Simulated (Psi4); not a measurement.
# AlNH2F (SMILES [NH2][Al][F]) at UHF/4ZaPa-NR (density fitting, sweep point 3)

Aim: the vertical ionisation energy of AlNH2F at UHF/4ZaPa-NR (density fitting, sweep point 3), from 2 runs. 

The results are computed with Psi4 1.11.

**1. The structure to begin with**

The species is AlNH2F (5 atoms), meant as a doublet with charge 0. SMILES: `[NH2][Al][F]`. The shape is that of a PBE0-D4/def2-TZVP optimisation. This is one conformer, not always the lowest.

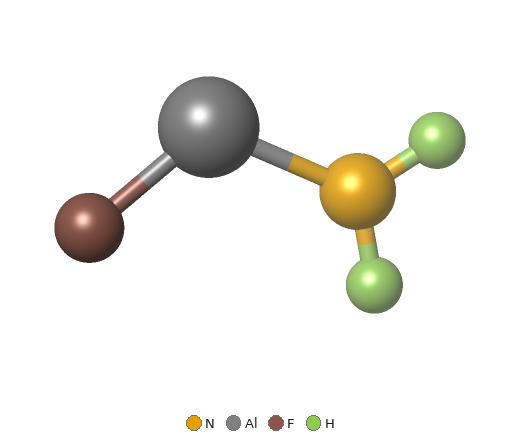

Viewed from a chosen angle; nitrogen amber, aluminium grey, fluorine brown, hydrogen green.

**2. A single-point energy at UHF/4ZaPa-NR (density fitting, sweep point 3)**

alfh2n.in

```
memory 1600 MB

molecule molecule1 {
  0 2
  N     -0.384700     0.499000    -0.263800
  Al     0.632000    -0.282800     0.949500
  F      1.228700    -1.786800     0.590000
  H     -0.804300     1.408300    -0.162700
  H     -0.621700     0.088600    -1.154400
  symmetry c1
}

set {
  reference uhf
  puream    true
  scf_type  df
  maxiter   150
}

e = energy("hf/4ZaPa-NR")
```

Command:

```bash
$ psi4 -i alfh2n.in -o alfh2n.out -n 1
```

alfh2n.out:

```text
[...]
  Running in c1 symmetry.
[...]
  Nuclear repulsion =   91.986394529846010
[...]
  Multiplicity = 2
[...]
  Nalpha       = 16
  Nbeta        = 15
[...]
    Number of basis functions: 305
[...]
   @DF-UHF iter   1:  -396.96015456631983   -9.85630e-01   2.23690e-03 ADIIS/DIIS
[...]
   @DF-UHF iter   8:  -397.15382237231063   -9.26261e-07   6.42527e-07 DIIS
[...]
   @S^2 Observed:                7.521324887E-01
[...]
    Orbital Energies [Eh]
    ---------------------
    Alpha Occupied:
       1A    -58.491725     2A    -26.240809     3A    -15.534265
       4A     -4.904880     5A     -3.220762     6A     -3.217295
       7A     -3.215767     8A     -1.530566     9A     -1.119235
      10A     -0.676633    11A     -0.652247    12A     -0.618340
      13A     -0.612811    14A     -0.585314    15A     -0.410591
      16A     -0.329791
    Alpha Virtual:
      17A      0.013426    18A      0.022598    19A      0.025548
      20A      0.031343    21A      0.043028    22A      0.066383
      23A      0.068812    24A      0.070849    25A      0.077694
[...]
  @DF-UHF Final Energy:  -397.15382237231063
   => Energetics <=
    Nuclear Repulsion Energy =             91.9863945298460095
    One-Electron Energy =                -735.9902414660671184
    Two-Electron Energy =                 246.8500245639104378
    Total Energy =                       -397.1538223723106285
  UHF NO Occupations:
  HONO-2 :   14  A 1.9995537
  HONO-1 :   15  A 1.9995105
[...]
 Multipole Moments:
 ------------------------------------------------------------------------------------
     Multipole            Electronic (a.u.)      Nuclear  (a.u.)        Total (a.u.)
 ------------------------------------------------------------------------------------
 L = 1.  Multiply by 2.5417464519 to convert [e a0] to [Debye]
 Dipole X            :          2.6728643           -3.0816253           -0.4087609
 Dipole Y            :         -2.5809638            3.3503810            0.7694173
 Dipole Z            :          2.6506568           -2.6717854           -0.0211286
 Magnitude           :                                                    0.8715130
[...]
```

Run time: 19 s. Hardware: 1 thread of AMD EPYC 7R43 (Zen 3), shared host; peak memory 1.1 GiB.

**3. The singlet cation at the same level**

input.dat

```
memory 1.6 GB

molecule m {
  1 1
  N     -0.384700     0.499000    -0.263800
  Al     0.632000    -0.282800     0.949500
  F      1.228700    -1.786800     0.590000
  H     -0.804300     1.408300    -0.162700
  H     -0.621700     0.088600    -1.154400
  symmetry c1
}

set {
  basis    4ZaPa-NR
  puream   true
  scf_type df
}

energy_value, wavefunction = energy('hf', return_wfn=True)
```

Command:

```bash
$ psi4 input.dat output.dat -n 1
```

output.dat:

```text
[...]
  Running in c1 symmetry.
[...]
  Nuclear repulsion =   91.986394529846010
[...]
  Multiplicity = 1
[...]
  Nalpha       = 15
  Nbeta        = 15
[...]
    Number of basis functions: 305
[...]
   @DF-RHF iter   1:  -396.66782832400111   -6.93304e-01   2.15327e-03 ADIIS/DIIS
[...]
   @DF-RHF iter   8:  -396.84431741806850   -1.25136e-07   2.55803e-07 DIIS
[...]
    Orbital Energies [Eh]
    ---------------------
    Doubly Occupied:
       1A    -58.830190     2A    -26.480193     3A    -15.765289
       4A     -5.232725     5A     -3.549269     6A     -3.548255
       7A     -3.545543     8A     -1.758106     9A     -1.334658
      10A     -0.896740    11A     -0.866217    12A     -0.842333
      13A     -0.839265    14A     -0.799372    15A     -0.632297
[...]
  @DF-RHF Final Energy:  -396.84431741806850
   => Energetics <=
    Nuclear Repulsion Energy =             91.9863945298460095
    One-Electron Energy =                -727.8204498276951426
    Two-Electron Energy =                 238.9897378797806198
    Total Energy =                       -396.8443174180684991
[...]
 Multipole Moments:
 ------------------------------------------------------------------------------------
     Multipole            Electronic (a.u.)      Nuclear  (a.u.)        Total (a.u.)
 ------------------------------------------------------------------------------------
 L = 1.  Multiply by 2.5417464519 to convert [e a0] to [Debye]
 Dipole X            :          2.8820624           -3.0816253           -0.1995629
 Dipole Y            :         -1.5076301            3.3503810            1.8427509
 Dipole Z            :          4.1657639           -2.6717854            1.4939785
 Magnitude           :                                                    2.3806570
[...]
```

It took 15 s on 1 thread of AMD EPYC 7R43 (Zen 3), shared host; peak memory 1.1 GiB.

**4. Summary of results**

At UHF/4ZaPa-NR (density fitting, sweep point 3):

```
                                          quantity          value
                      doublet AlNH2F: total energy  -397.15382 Eh
                     doublet AlNH2F: dipole moment         2.22 D
doublet AlNH2F: HOMO energy (highest over α and β)       -8.97 eV
 doublet AlNH2F: LUMO energy (lowest over α and β)        0.12 eV
                              doublet AlNH2F: ⟨S²⟩          0.752
                      singlet cation: total energy  -396.84432 Eh
                       singlet cation: HOMO energy      -17.21 eV
                       singlet cation: LUMO energy       -7.86 eV
                     singlet cation: HOMO–LUMO gap        9.35 eV
vertical ionisation energy (to the singlet cation)       8.422 eV
```

Removing an electron at fixed nuclei costs 8.42 eV (194 kcal/mol). Only the singlet of the ionised species was computed; a triplet could lie lower.
